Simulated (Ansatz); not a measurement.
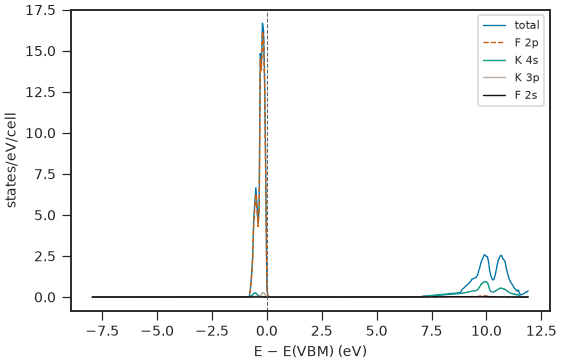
Figure: Total and projected density of states of KF (rock salt, Fm-3m), the program Ansatz at the r²SCAN level (PAW)

**Question.** Which orbitals carry the states next to the gap?

**Answer.** Top 1 eV of the valence band: F 2p 97 %. Bottom 1 eV of the conduction band: K 4s 80 %, F 2s 10 %. Projections are on Löwdin-orthogonalised atomic valence shells; empty p or d shells of many metals are not among them.

The cell was relaxed with r²SCAN under the symmetry of its start; phonons on a q-mesh show no instability.

Potentials: the later of the program's two PAW sets.
